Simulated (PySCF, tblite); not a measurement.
# C₆H₁₁BSSi: geometry, infrared bands and NMR shifts

Wanted: the infrared bands and NMR shifts of C₆H₁₁BSSi (`BS[SiH2][C@@H]1CC[C@H]1C#C`), by calculation.

Computed with tblite 0.8.0 and PySCF 2.14.0, with density-fitted response routines of our own, on a single molecule in the gas phase. Atoms count from 0, in the outputs and in this text.

## 1. The starting structure

20 atoms, charge 0, multiplicity 1; geometry from: force field or distance geometry start.

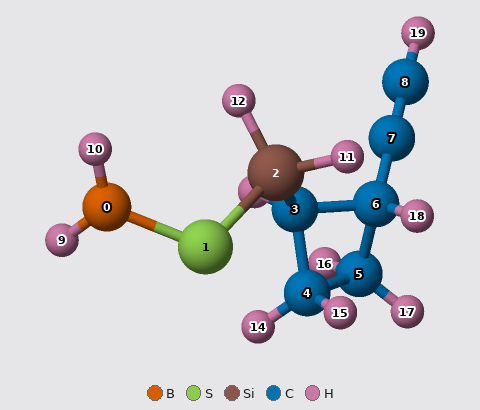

The starting geometry (boron orange, sulfur green, silicon brown, carbon blue, hydrogen pink), atoms numbered.

## 2. Optimising the geometry with GFN2-xTB

Job settings and geometry (Å):

```
{"job": {"kind": "relax", "xc": "GFN2-xTB", "basis": "xTB"}, "charge": 0, "multiplicity": 1}
B      4.265700     0.065700     0.228100
S      2.702200     1.052900     0.708300
Si     1.066300    -0.276200     1.118200
C     -0.201200    -0.278700    -0.266600
C     -0.462300     1.089100    -0.874200
C     -1.883200     0.546100    -1.104700
C     -1.640100    -0.194300     0.202400
C     -2.280900    -1.483100     0.299100
C     -2.821900    -2.581200     0.389100
H      4.567900     0.175400    -0.902500
H      4.739500    -0.722300     0.940500
H      0.405900     0.027700     2.417300
H      1.565300    -1.643200     1.239700
H     -0.032000    -1.027800    -1.070200
H      0.106700     1.332100    -1.778800
H     -0.470100     1.879100    -0.075900
H     -1.854200    -0.094200    -1.986000
H     -2.681800     1.302500    -1.053300
H     -1.806700     0.477900     1.076700
H     -3.290400    -3.520800     0.489700
```

Started as:

```sh
> OMP_NUM_THREADS=1 python probes_run.py task.json out
```

One launch serves the whole session: the jobs run in the order shown.

Standard output:

```text
step      E/eV     max force
  0    -668.81355    3.163
  1    -668.90329    8.646
  2    -669.24172    1.605
  3    -669.35688    0.973
  4    -669.44804    0.562
  5    -669.50129    0.526
  6    -669.53953    0.418
  7    -669.57325    0.382
  8    -669.60365    0.375
  9    -669.62790    0.375
 10    -669.65037    0.425
 11    -669.67558    0.407
 12    -669.70792    0.417
 13    -669.74789    0.462
 14    -669.78437    0.443
 15    -669.80792    0.392
 16    -669.82900    0.376
 17    -669.85507    0.377
 18    -669.87809    0.333
 19    -669.89463    0.270
 20    -669.90680    0.254
 21    -669.91841    0.292
 22    -669.92982    0.233
 23    -669.93927    0.221
 24    -669.94570    0.240
 25    -669.95124    0.219
 26    -669.95841    0.200
 27    -669.97438    0.217
 28    -669.98201    0.241
 29    -669.99241    0.224
 30    -669.99848    0.215
 31    -670.00424    0.177
 32    -670.00968    0.171
 33    -670.01505    0.141
 34    -670.01875    0.120
 35    -670.02126    0.129
 36    -670.02374    0.141
 37    -670.02746    0.131
 38    -670.03093    0.119
 39    -670.03368    0.103
 40    -670.03556    0.093
 41    -670.03719    0.091
 42    -670.03897    0.106
 43    -670.04090    0.119
 44    -670.04295    0.108
 45    -670.04490    0.114
 46    -670.04656    0.095
 47    -670.04793    0.090
 48    -670.04916    0.097
 49    -670.05031    0.098
 50    -670.05137    0.088
 51    -670.05226    0.062
 52    -670.05307    0.083
 53    -670.05395    0.104
 54    -670.05493    0.103
 55    -670.05586    0.071
 56    -670.05667    0.067
 57    -670.05740    0.077
 58    -670.05810    0.071
 59    -670.05876    0.053
 60    -670.05930    0.057
 61    -670.05971    0.059
 62    -670.06002    0.041
 63    -670.06032    0.039
 64    -670.06066    0.048
 65    -670.06103    0.065
 66    -670.06135    0.053
 67    -670.06159    0.035
 68    -670.06181    0.034
 69    -670.06212    0.052
 70    -670.06254    0.072
 71    -670.06297    0.063
 72    -670.06329    0.042
 73    -670.06350    0.031
 74    -670.06370    0.036
 75    -670.06396    0.048
 76    -670.06425    0.041
 77    -670.06450    0.033
 78    -670.06473    0.038
 79    -670.06496    0.049
 80    -670.06519    0.048
 81    -670.06537    0.029
 82    -670.06547    0.027
 83    -670.06556    0.032
 84    -670.06570    0.043
 85    -670.06591    0.041
 86    -670.06620    0.048
 87    -670.06654    0.050
 88    -670.06687    0.037
 89    -670.06719    0.049
 90    -670.06750    0.065
 91    -670.06778    0.066
 92    -670.06807    0.052
 93    -670.06837    0.040
 94    -670.06866    0.035
 95    -670.06891    0.038
 96    -670.06912    0.033
 97    -670.06929    0.032
 98    -670.06946    0.038
 99    -670.06964    0.047
100    -670.06984    0.053
101    -670.06998    0.035
102    -670.07009    0.025
103    -670.07018    0.019
104    -670.07030    0.041
105    -670.07032    0.106
106    -670.07049    0.033
107    -670.07068    0.064
108    -670.07086    0.084
109    -670.07098    0.028
110    -670.07110    0.029
111    -670.07130    0.088
112    -670.07150    0.099
113    -670.07168    0.058
114    -670.07179    0.025
115    -670.07187    0.035
116    -670.07195    0.058
117    -670.07202    0.027
118    -670.07212    0.024
119    -670.07220    0.042
120    -670.07231    0.041
121    -670.07245    0.036
122    -670.07263    0.037
123    -670.07281    0.041
124    -670.07292    0.028
125    -670.07300    0.025
126    -670.07307    0.026
127    -670.07316    0.043
128    -670.07325    0.041
129    -670.07331    0.021
130    -670.07335    0.015
131    -670.07339    0.033
132    -670.07343    0.040
133    -670.07348    0.031
134    -670.07353    0.018
135    -670.07359    0.021
136    -670.07365    0.041
137    -670.07371    0.044
138    -670.07379    0.029
139    -670.07386    0.023
140    -670.07394    0.035
141    -670.07403    0.049
142    -670.07416    0.051
143    -670.07432    0.027
144    -670.07443    0.028
145    -670.07453    0.042
146    -670.07460    0.035
147    -670.07465    0.017
148    -670.07468    0.021
149    -670.07471    0.037
150    -670.07474    0.041
151    -670.07479    0.027
152    -670.07485    0.021
153    -670.07492    0.044
154    -670.07500    0.055
155    -670.07510    0.052
156    -670.07525    0.036
157    -670.07551    0.049
158    -670.07591    0.059
159    -670.07644    0.073
160    -670.07696    0.107
161    -670.07714    0.116
162    -670.07768    0.057
163    -670.07794    0.071
164    -670.07852    0.036
165    -670.07903    0.049
166    -670.07935    0.031
167    -670.07968    0.031
168    -670.07991    0.032
169    -670.08023    0.065
170    -670.08054    0.090
171    -670.08082    0.111
172    -670.08113    0.081
173    -670.08153    0.047
174    -670.08190    0.061
175    -670.08231    0.073
176    -670.08283    0.085
177    -670.08337    0.088
178    -670.08381    0.065
179    -670.08413    0.111
180    -670.08459    0.042
181    -670.08502    0.036
182    -670.08544    0.044
183    -670.08580    0.039
184    -670.08605    0.075
185    -670.08622    0.055
186    -670.08638    0.034
187    -670.08648    0.025
188    -670.08658    0.027
189    -670.08666    0.031
190    -670.08676    0.040
191    -670.08689    0.042
192    -670.08708    0.042
193    -670.08732    0.039
194    -670.08758    0.037
195    -670.08769    0.060
196    -670.08798    0.047
197    -670.08816    0.035
198    -670.08856    0.040
199    -670.08877    0.038
200    -670.08917    0.068
201    -670.08965    0.059
202    -670.08985    0.126
203    -670.09039    0.042
204    -670.09069    0.035
205    -670.09098    0.050
206    -670.09121    0.035
207    -670.09156    0.036
208    -670.09204    0.057
209    -670.09222    0.103
210    -670.09261    0.066
211    -670.09319    0.037
212    -670.09348    0.073
213    -670.09388    0.039
214    -670.09444    0.042
215    -670.09457    0.127
216    -670.09534    0.057
217    -670.09590    0.043
218    -670.09584    0.132
219    -670.09658    0.036
220    -670.09689    0.039
221    -670.09688    0.171
222    -670.09766    0.033
223    -670.09786    0.032
224    -670.09798    0.089
225    -670.09826    0.037
226    -670.09841    0.029
227    -670.09888    0.043
228    -670.09902    0.061
229    -670.09917    0.049
230    -670.09932    0.038
231    -670.09943    0.035
232    -670.09956    0.029
233    -670.09980    0.026
234    -670.09991    0.026
235    -670.10008    0.024
236    -670.10020    0.035
237    -670.10025    0.030
238    -670.10030    0.039
239    -670.10037    0.035
240    -670.10047    0.035
241    -670.10057    0.033
242    -670.10069    0.034
243    -670.10083    0.034
244    -670.10104    0.036
245    -670.10139    0.051
246    -670.10188    0.060
247    -670.10236    0.073
248    -670.10282    0.065
249    -670.10323    0.099
250    -670.10370    0.055
251    -670.10416    0.049
252    -670.10458    0.049
253    -670.10483    0.051
254    -670.10520    0.037
255    -670.10551    0.044
256    -670.10588    0.050
257    -670.10626    0.063
258    -670.10669    0.069
259    -670.10714    0.070
260    -670.10754    0.072
261    -670.10785    0.067
262    -670.10813    0.041
263    -670.10839    0.054
264    -670.10864    0.033
265    -670.10891    0.049
266    -670.10906    0.031
267    -670.10918    0.021
268    -670.10926    0.034
269    -670.10934    0.029
270    -670.10943    0.022
271    -670.10949    0.019
272    -670.10954    0.017
273    -670.10957    0.016
274    -670.10961    0.018
275    -670.10964    0.012
276    -670.10967    0.009
```

Run time: 4.6 s. Hardware: 1 thread of Arm Neoverse N1, shared host; peak memory 0.18 GiB.

The steps of the relaxation: (not every step is listed)

```csv
step,energy from step 0 (eV),largest force (eV/Å)
0,0.0000,3.1629
1,-0.0897,8.6456
2,-0.4282,1.6052
3,-0.5433,0.9733
4,-0.6345,0.5624
5,-0.6877,0.5261
6,-0.7260,0.4178
7,-0.7597,0.3819
8,-0.7901,0.3747
34,-1.2052,0.1199
60,-1.2458,0.0572
86,-1.2527,0.0483
112,-1.2580,0.0990
138,-1.2602,0.0288
164,-1.2650,0.0359
190,-1.2732,0.0397
216,-1.2818,0.0568
242,-1.2871,0.0338
268,-1.2957,0.0337
271,-1.2959,0.0192
272,-1.2960,0.0171
273,-1.2960,0.0160
274,-1.2961,0.0183
275,-1.2961,0.0124
276,-1.2961,0.0087
```

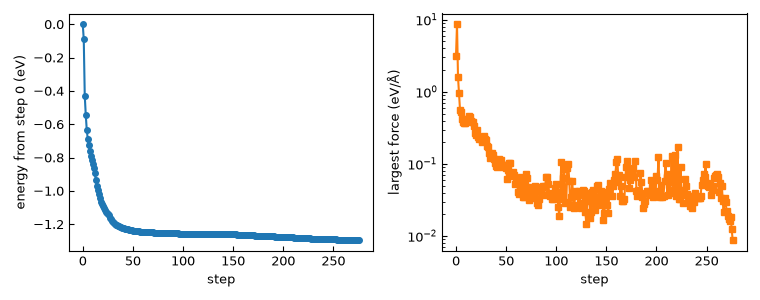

Energy and force, step by step.

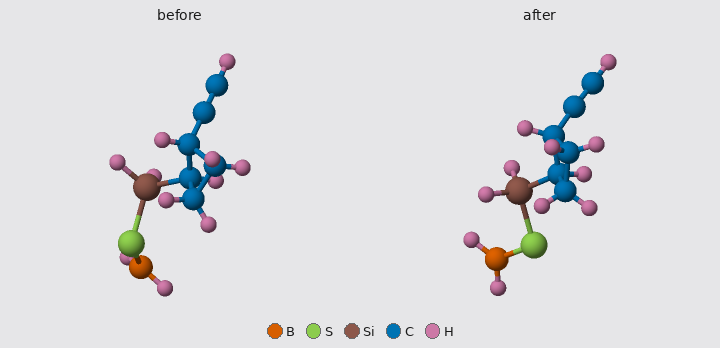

The geometry before (left) and after (right).

Close pairs (by a distance rule), those that changed most:

| bond | before (Å) | after (Å) | change (Å) |
| --- | --- | --- | --- |
| B0–S1 | 1.910 | 1.749 | -0.162 |
| C3–C6 | 1.516 | 1.551 | +0.035 |
| C4–H15 | 1.123 | 1.089 | -0.034 |
| C7–C8 | 1.227 | 1.198 | -0.030 |
| S1–Si2 | 2.147 | 2.174 | +0.027 |
| C3–C4 | 1.519 | 1.544 | +0.024 |
| Si2–H11 | 1.489 | 1.465 | -0.024 |
| C6–H18 | 1.115 | 1.093 | -0.023 |

The next job starts from the end point, and lists it.

## 3. Vibrational analysis with GFN2-xTB

Job settings and geometry (Å):

```
{"job": {"kind": "ir", "xc": "GFN2-xTB", "basis": "xTB"}, "charge": 0, "multiplicity": 1}
B      4.353676     0.038628     0.593508
S      3.006893     0.032675    -0.522207
Si     1.267830    -0.240545     0.753946
C     -0.222198    -0.288850    -0.402817
C     -0.679892     1.027531    -1.066348
C     -2.120147     0.740942    -0.626713
C     -1.609262    -0.396711     0.282207
C     -2.272380    -1.667801     0.157050
C     -2.810833    -2.725553    -0.002726
H      5.423472     0.173694     0.147237
H      4.170494    -0.087028     1.741533
H      1.199502     0.906866     1.661627
H      1.431656    -1.484436     1.504047
H     -0.115899    -1.076542    -1.151648
H     -0.511772     1.093165    -2.138631
H     -0.263123     1.915057    -0.592931
H     -2.747464     0.370391    -1.435523
H     -2.639637     1.550064    -0.117445
H     -1.577512    -0.103072     1.334151
H     -3.288552    -3.651818    -0.121354
```

Standard output:

```text
mode    cm-1     km/mol
  1      26.7      2.07
  2      36.3      1.40
  3      55.6      0.16
  4      71.5      1.17
  5     121.6      0.24
  6     175.5      0.93
  7     187.2      0.10
  8     228.1      0.68
  9     278.0      1.34
 10     301.7      0.20
 11     437.6      7.80
 12     454.8     12.76
 13     467.7     47.41
 14     498.0     42.17
 15     561.7     11.02
 16     603.4     19.55
 17     651.0     15.83
 18     664.4     23.17
 19     701.0    450.27
 20     758.7     64.68
 21     770.4    146.16
 22     792.3    130.17
 23     818.4     14.68
 24     820.4     10.86
 25     843.0     18.95
 26     918.9     14.49
 27     994.3      5.96
 28    1027.7     13.76
 29    1045.1      4.96
 30    1055.9      5.97
 31    1088.1      8.98
 32    1123.5      1.92
 33    1156.7     16.69
 34    1173.8    112.64
 35    1185.5      0.18
 36    1216.7      0.55
 37    1231.9      3.06
 38    1248.9      1.26
 39    1268.0      2.09
 40    1312.9      3.14
 41    1472.3      0.11
 42    1489.3      0.23
 43    2246.9    278.31
 44    2276.3    162.02
 45    2284.8     19.57
 46    2634.5    120.47
 47    2689.7    105.70
 48    2942.0     30.20
 49    2960.3     26.11
 50    2994.7      7.81
 51    3011.5     65.47
 52    3016.3     39.89
 53    3023.3     40.37
 54    3396.4      4.07
```

Run time: 1.7 s. Hardware: 1 thread of Arm Neoverse N1, shared host; peak memory 0.18 GiB.

Which atoms move in the most intense modes:

| cm⁻¹ | km/mol | atoms |
| --- | --- | --- |
| 701 | 450.3 | H11 50 %, H12 37 % |
| 770 | 146.2 | H12 24 %, H11 21 %, Si2 13 % |
| 792 | 130.2 | H9 39 %, H10 36 %, B0 24 % |
| 1174 | 112.6 | H10 43 %, H9 41 %, B0 15 % |
| 2247 | 278.3 | H11 89 % |
| 2276 | 162.0 | H12 90 % |
| 2634 | 120.5 | H10 78 %, H9 18 % |
| 2690 | 105.7 | H9 75 %, H10 15 %, B0 11 % |

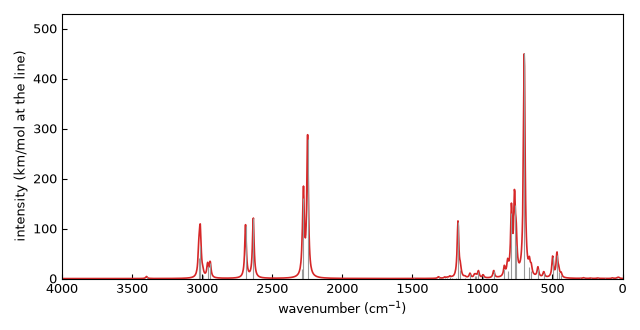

The infrared spectrum from these modes, unscaled. Lines are broadened to a width of 14 cm⁻¹ (Lorentzian).

## 4. Shielding tensors: PBE0/pcSseg-1

The job, as its differences from that of step 3:

```diff
@@ -1,2 +1,2 @@
-{"job": {"kind": "ir", "xc": "GFN2-xTB", "basis": "xTB"}, "charge": 0, "multiplicity": 1}
+{"job": {"kind": "nmr", "xc": "PBE0", "basis": "pcSseg-1"}, "charge": 0, "multiplicity": 1}
 B      4.353676     0.038628     0.593508
```

Level: GIAO PBE0/pcSseg-1 NMR shielding, non-relativistic, gas phase.

Standard output:

```text
coarse grid: 17672 points
cycle   1  E = -946.9723082879  dE =  1.069e+00  |g| = 4.305e-01  |ddm| = 4.263e+00
cycle   2  E = -946.9771073662  dE = -4.799e-03  |g| = 4.209e-01  |ddm| = 1.067e+00
cycle   3  E = -947.0235479120  dE = -4.644e-02  |g| = 5.711e-02  |ddm| = 5.188e-01
cycle   4  E = -947.0241856153  dE = -6.377e-04  |g| = 2.532e-02  |ddm| = 8.234e-02
cycle   5  E = -947.0243313573  dE = -1.457e-04  |g| = 8.902e-03  |ddm| = 2.993e-02
cycle   6  E = -947.0243455402  dE = -1.418e-05  |g| = 4.519e-03  |ddm| = 1.023e-02
cycle   7  E = -947.0243505198  dE = -4.980e-06  |g| = 8.551e-04  |ddm| = 3.710e-03
final grid: 161224 points
cycle   8  E = -947.0815025478  dE = -4.745e-05  |g| = 8.689e-03  |ddm| = 5.272e-02
cycle   9  E = -947.0814904725  dE =  1.208e-05  |g| = 1.101e-02  |ddm| = 2.000e-02
cycle  10  E = -947.0815224568  dE = -3.198e-05  |g| = 1.139e-03  |ddm| = 1.175e-02
cycle  11  E = -947.0815227119  dE = -2.550e-07  |g| = 5.678e-04  |ddm| = 1.345e-03
cycle  12  E = -947.0815227879  dE = -7.599e-08  |g| = 1.398e-04  |ddm| = 4.884e-04
cycle  13  E = -947.0815227927  dE = -4.870e-09  |g| = 2.563e-05  |ddm| = 1.559e-04
cycle  14  E = -947.0815227929  dE = -1.660e-10  |g| = 5.494e-06  |ddm| = 3.644e-05
converged SCF energy = -947.0815227929

GIAO shielding tensors (ppm)
atom      isotropic    diamagn.    paramagn.     s11        s22        s33       span
  0 B       29.742     195.965    -166.222    -40.455     -3.779    133.461    173.917
  1 S      489.029    1060.657    -571.628    128.768    573.504    764.816    636.048
  2 Si     366.277     880.551    -514.274    325.652    350.236    422.945     97.293
  3 C      158.802     251.720     -92.918    144.272    147.157    184.977     40.705
  4 C      165.169     248.217     -83.047    152.784    160.477    182.248     29.464
  5 C      156.164     251.366     -95.202    140.465    148.546    179.481     39.017
  6 C      161.783     248.102     -86.320    145.664    167.041    172.643     26.979
  7 C       94.148     257.535    -163.387     -9.374     -8.879    300.697    310.071
  8 C      108.535     257.467    -148.932     43.861     45.579    236.166    192.306
  9 H       24.325      28.695      -4.370     19.070     25.950     27.957      8.887
 10 H       24.548      28.492      -3.945     17.567     25.684     30.392     12.824
 11 H       26.891      30.429      -3.538     23.168     26.371     31.135      7.967
 12 H       26.706      29.979      -3.273     22.865     25.899     31.352      8.487
 13 H       29.257      32.538      -3.280     26.757     29.675     31.339      4.583
 14 H       29.394      30.502      -1.107     25.642     26.896     35.644     10.003
 15 H       29.706      31.294      -1.589     26.142     29.064     33.911      7.769
 16 H       29.244      30.180      -0.936     26.086     27.938     33.707      7.621
 17 H       29.224      29.370      -0.145     25.810     26.410     35.453      9.643
 18 H       28.980      29.420      -0.439     25.429     29.205     32.306      6.876
 19 H       29.872      34.146      -4.274     24.969     25.037     39.611     14.643
```

Wall time 82 s (1 thread of Arm Neoverse N1, shared host); peak memory 1.1 GiB.

The references, computed at this level on geometries of the same kind, shield at (ppm): 1H TMS 31.72, 13C TMS 186.9, 29Si TMS 349.2, 11B BF3·OEt2 100.1, 33S CS2 504. Their shielding less the atom's gives the shift. The references are single molecules in the gas phase. Atoms listed in one row are averaged.

```
  atoms                           environment  σ (ppm)  δ (ppm)  δ scaled to CDCl3
     C7                         alkyne carbon     94.1     92.8               88.6
     C8                terminal alkyne carbon    108.5     78.4               74.6
     C5                     sp3 CH2 in a ring    156.2     30.8               28.1
     C3                   sp3 CH bonded to Si    158.8     28.1               25.5
     C6                    propargylic sp3 CH    161.8     25.1               22.6
     C4                     sp3 CH2 in a ring    165.2     21.8               19.3
H9, H10       hydrogen on a boron bonded to S    24.44     7.28                  –
    H12  hydrogen on a silicon bonded to C, S    26.71     5.01                  –
    H11  hydrogen on a silicon bonded to C, S    26.89     4.83                  –
    H18      hydrogen on a propargylic sp3 CH    28.98     2.74               2.69
    H17      hydrogen on an sp3 CH2 in a ring    29.22     2.49               2.46
    H16      hydrogen on an sp3 CH2 in a ring    29.24     2.47               2.44
    H13    hydrogen on an sp3 CH bonded to Si    29.26     2.46               2.42
    H14      hydrogen on an sp3 CH2 in a ring    29.39     2.32               2.30
    H15      hydrogen on an sp3 CH2 in a ring    29.71     2.01               2.00
    H19  hydrogen on a terminal alkyne carbon    29.87     1.84               1.84
     B0                boron bonded to S, 2 H     29.7     70.3                  –
     S1                sulfur bonded to B, Si      489       15                  –
    Si2           silicon bonded to C, S, 2 H    366.3    -17.1                  –
```

The scaled column applies a straight-line fit of computed shieldings to shifts measured in CDCl3, with any fitted terms for Cl, Br or S neighbours (root-mean-square error 0.16 ppm for H, 1.9 ppm for C).

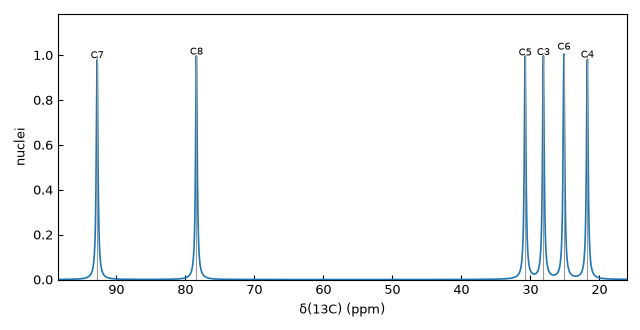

13C lines at the computed shifts, without couplings. Lines are broadened to a width of 0.28 ppm (Lorentzian).

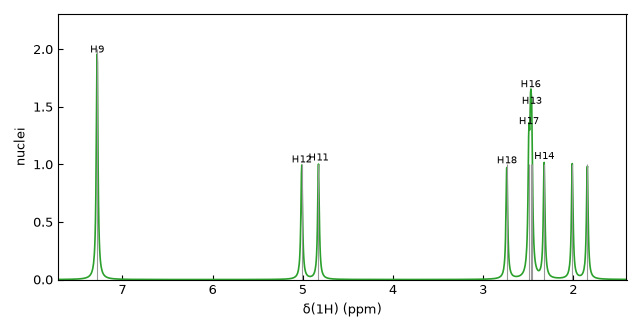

1H lines at the computed shifts, without couplings. Lines are broadened to a width of 0.02 ppm (Lorentzian).

The run also stored atomic charges by several schemes (e):

| atoms | Mulliken | IAO | Hirshfeld | ESP fit |
| --- | --- | --- | --- | --- |
| B0 | 0.00 | -0.18 | 0.07 | 0.26 |
| S1 | -0.36 | -0.11 | -0.09 | -0.31 |
| Si2 | 0.64 | 0.70 | 0.33 | 0.32 |
| C3 | -0.47 | -0.38 | -0.11 | -0.25 |
| C4 | -0.17 | -0.26 | -0.07 | -0.04 |
| C5 | -0.11 | -0.25 | -0.06 | -0.31 |
| C6 | -0.31 | -0.12 | -0.01 | 0.45 |
| C7 | 0.33 | -0.03 | -0.04 | -0.28 |
| C8 | -0.39 | -0.26 | -0.12 | -0.33 |

ESP fit charges:

B0 0.26; S1 -0.31; Si2 0.32; C3 -0.25; C4 -0.04; C5 -0.31; C6 0.45; C7 -0.28; C8 -0.33; H9 -0.07; H10 -0.10; H11 -0.06; H12 -0.05; H13 0.15; H14 0.06; H15 0.06; H16 0.13; H17 0.08; H18 0.02; H19 0.29

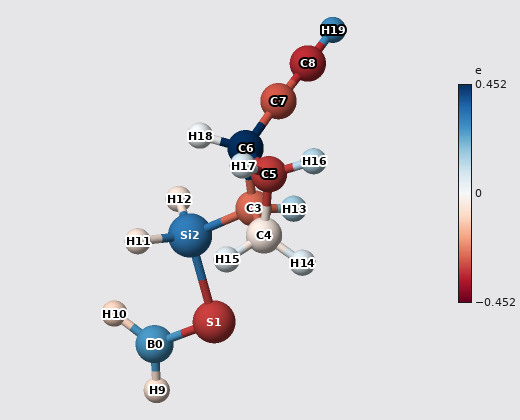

ESP fit charges, as colours on the atoms.

Mayer bond orders: B0–S1 1.33, S1–Si2 0.89, Si2–C3 0.88, C3–C4 1.02, C4–C5 1.06, C5–C6 1.00, C6–C7 1.02, C7–C8 2.51, C6–C3 0.95.

Ring of atoms C3, C4, C5, C6: NICS(0) 0.4, NICS(1) 0.0, NICS(1)zz 5.5 ppm (means of both faces).

## 5. Results

| quantity | value |
| --- | --- |
| strongest single infrared mode (GFN2-xTB) | 701 cm⁻¹, 450 km/mol |
| zero-point energy (GFN2-xTB) | 92.7 kcal/mol |
| 13C shifts against TMS (PBE0/pcSseg-1) | 92.8, 78.4, 30.8, 28.1, 25.1, 21.8 ppm |
| 1H shifts against TMS (PBE0/pcSseg-1, means over atoms taken as alike) | 7.28, 5.01, 4.83, 2.74, 2.49, 2.47, 2.46, 2.32, 2.01, 1.84 ppm |
| 11B shifts against BF3·OEt2 (PBE0/pcSseg-1) | 70.3 ppm |
| 33S shifts against CS2 (PBE0/pcSseg-1) | 15 ppm |
| 29Si shifts against TMS (PBE0/pcSseg-1) | -17.1 ppm |

What this shows: Relaxing lowered the energy by 1.296 eV in 276 steps; the close pair that moved most is B0–S1, from 1.910 to 1.749 Å. No mode is imaginary among the 54: a minimum at this level. The strongest single mode, at 701 cm⁻¹, moves mainly H11 and H12. Unscaled tight-binding wavenumbers are off by several per cent, some by more. Its intensities can rank the bands wrongly. At PBE0/pcSseg-1: The widest tensor belongs to S1: span 636 ppm, with a paramagnetic part of -572 ppm.
